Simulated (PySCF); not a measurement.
## A study: CH5B2O, doublet, SMILES `[BH]OBC`

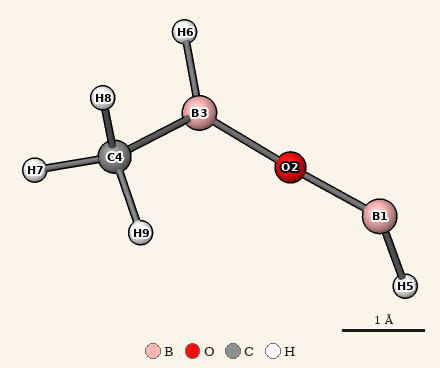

The molecule, with its atoms numbered as below. No frequency check shows the geometry to be a minimum.

Cartesian coordinates (Å):

```
B1      -1.9512   -0.3262   -0.1533
O2      -0.7967    0.1537   -0.0151
B3       0.4344    0.6394    0.0301
C4       1.6837   -0.3569    0.0051
H5      -2.7301   -0.6700    0.6435
H6       0.5700    1.8112    0.0687
H7       2.3189   -0.2183    0.8785
H8       2.3164   -0.1753   -0.8628
H9       1.3803   -1.4016   -0.0217
```

### 1. Bonding charge

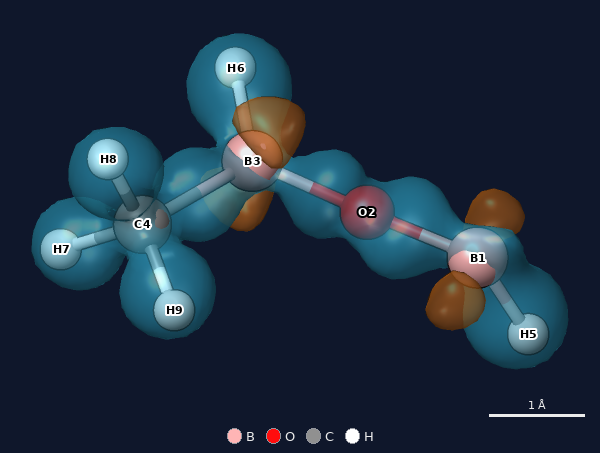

Deformation density (molecule less spherical, spin-averaged free atoms at the same positions), surfaces at ±0.13 e/Å³; light blue: gain, orange: loss.

Computed with PySCF, TPSSh/cc-pVTZ, geometry: GFN2-xTB. The stability of the open-shell solution wasn't checked. GFN2-xTB doesn't know the spin state, so this open-shell geometry is rough.

> How much density has each bond gained at its critical point, relative to the free atoms?

C4–H9: +0.70 e/Å³ at the bond critical point (bond length 1.09 Å, Mayer order 1.0). C4–H7: +0.68 e/Å³ at the bond critical point (bond length 1.09 Å, Mayer order 1.0). C4–H8: +0.68 e/Å³ at the bond critical point (bond length 1.09 Å, Mayer order 0.9). B3–H6: +0.50 e/Å³ at the bond critical point (bond length 1.18 Å, Mayer order 1.0). B1–H5: +0.50 e/Å³ at the bond critical point (bond length 1.17 Å, Mayer order 0.9). B3–C4: +0.43 e/Å³ at the bond critical point (bond length 1.60 Å, Mayer order 1.0). B1–O2: +0.39 e/Å³ at the bond critical point (bond length 1.26 Å, Mayer order 1.6). O2–B3: +0.26 e/Å³ at the bond critical point (bond length 1.32 Å, Mayer order 1.3). In all, 2.0 electrons gather in the regions of gain relative to the promolecule.

> Where do the Hirshfeld charges lie?

The highest Hirshfeld charge is on B3 (+0.21 e), the lowest on C4 (−0.18 e).

### 2. Local ionisation energy

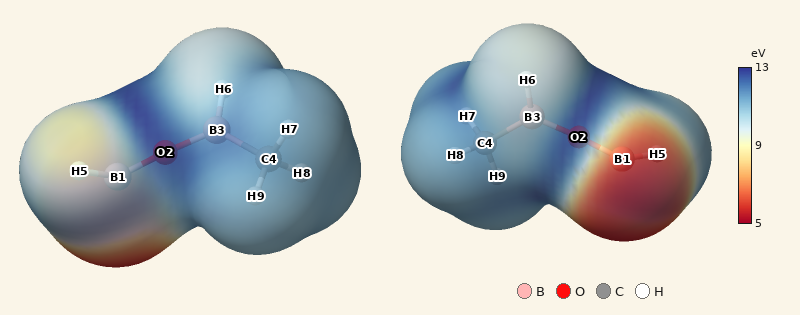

Average local ionisation energy on the surface of electron density 0.001 a.u. (back view left, front view right).

> Where are the most loosely bound electrons on this surface?

The lowest value is 5.2 eV, 2.3 Å from B1. Further minima include 9.0 eV, 1.5 Å from H5; 9.6 eV, 1.4 Å from H6; 10.6 eV, 1.4 Å from H9. For comparison, the highest occupied orbital lies at −4.6 eV.

> What volume does the surface enclose, and what is the dipole moment?

About 96 Å³; the dipole moment is 0.9 D.

### 3. Spin density

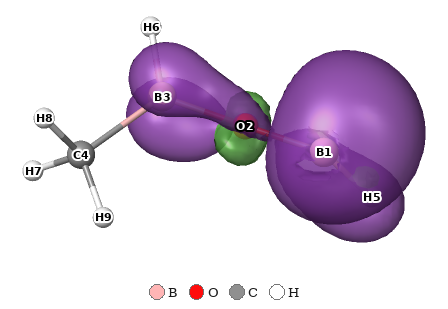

Spin density ρα − ρβ at ±0.02 e/Å³ (purple: excess α, green: excess β).

> Where is the unpaired spin?

Hirshfeld spin populations: B1 +0.74, B3 +0.10, H5 +0.09 and O2 +0.06. ⟨S²⟩ = 0.75, as for a pure state. The picture also shows regions of β spin from spin polarisation; the Hirshfeld sums, whose atoms overlap, net them against the α spin of neighbours.

### 4. Removing or adding an electron

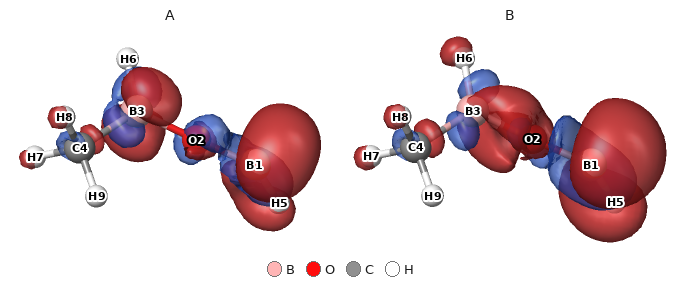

The two Fukui functions at ±0.03 e/Å³ (red positive, blue negative).

Computed with PySCF, ωB97X/def2-TZVP, geometry: GFN2-xTB. GFN2-xTB doesn't know the spin state, so this open-shell geometry is rough.

> Which panel is f⁻ (electron removed) and which f⁺ (electron added)?

A is f⁺, B is f⁻. f⁻ (Hirshfeld-condensed) is largest on B1 (0.52); the vertical ionisation energy is 7.42 eV (to the singlet cation, which needn't be its lowest state). f⁺ (Hirshfeld-condensed) is largest on B1 (0.52); the vertical electron affinity is −0.58 eV (to the singlet anion, which needn't be its lowest state; negative, but this basis has no diffuse functions, so it doesn't show that the anion is unbound).

The PySCF runs shown took 3.5 min and 3.5 min on 1 thread of Intel(R) Xeon(R) Processor @ 2.50GHz (Skylake/Cascade Lake), on a shared host.
